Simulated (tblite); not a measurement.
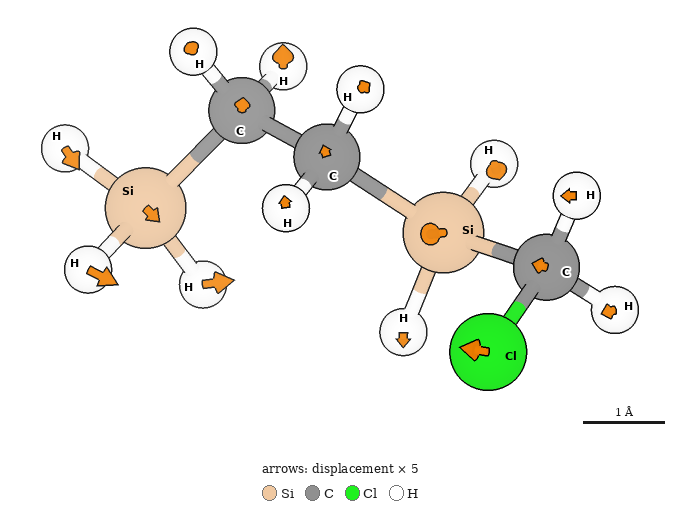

This is a relaxation of C3H11ClSi2. The starting structure is drawn; orange arrows show the displacements, 5 times their true length. The two geometries are superimposed by the best rigid fit.

The picture is a ball-and-stick view, seen at a tilt.

Level of theory: GFN2-xTB geometry optimisation, gas phase (tblite 0.8.0). 

Q: Atoms of which element are displaced furthest, and by how much?

A: Silicon: up to 0.12 Å, against 0.09 Å for hydrogen.

Q: What happened in the run?

A: Over 52 geometry steps the energy falls by 14.4 kJ/mol. A Si atom moves most after the best rigid fit: 0.12 Å. Largest moves by element: Si 0.12 Å, H 0.09 Å, Cl 0.08 Å, C 0.04 Å. Near-neighbour distances that change, for instance: C–Si 1.845 → 1.914 Å, H–Si 1.496 → 1.463 Å, C–Si 1.868 → 1.898 Å, C–C 1.553 → 1.530 Å. Bond angles that change, for instance: C–Si–C 112.8° → 107.4°, H–Si–H 106.6° → 110.7°, C–Si–H 109.6° → 113.4°. Cost: 0.64 s on 1 thread of Arm Neoverse N1 (shared host).
